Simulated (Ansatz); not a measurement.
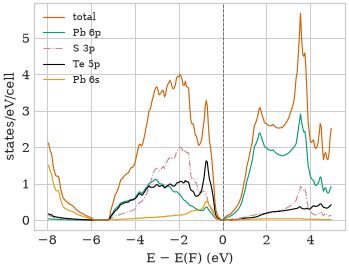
Fig. 1. Total and projected density of states of TePb₂S in space group P4/mmm (No. 123; Te on 1c, Pb on 1a, Pb on 1d, S on 1b), LDA (plane waves, PAW; program Ansatz)

Q: Which orbitals carry the states next to the Fermi level?

A: Within 0.5 eV of the Fermi level: Te 5p 41 %, Pb 6p 22 %, Pb 6s 16 %, S 3p 14 %. Projections are on Löwdin-orthogonalised atomic valence shells; empty p or d shells of many metals are not among them.

Q: Where is the tallest occupied peak in this window, and what makes it?

A: Near -1.9 eV, about 4.0 states/eV per cell; the largest projected share is S 3p.

The first step of the workflow began from a Materials Project structure, measured or hypothetical; the Crystallography Open Database copy checked does not list it. With Te and S taken as one species the cell has the higher symmetry Fm-3m, so it may be an ordered model of a mixed-site phase. Its standing as an ambient phase is unchecked. Symmetry was held in the LDA relaxation. At this level the phase is dynamically unstable (imaginary phonons). Scalar-relativistic: spin–orbit coupling is off unless named, which matters more the heavier the elements.

Potentials: the later of the program's two PAW sets.
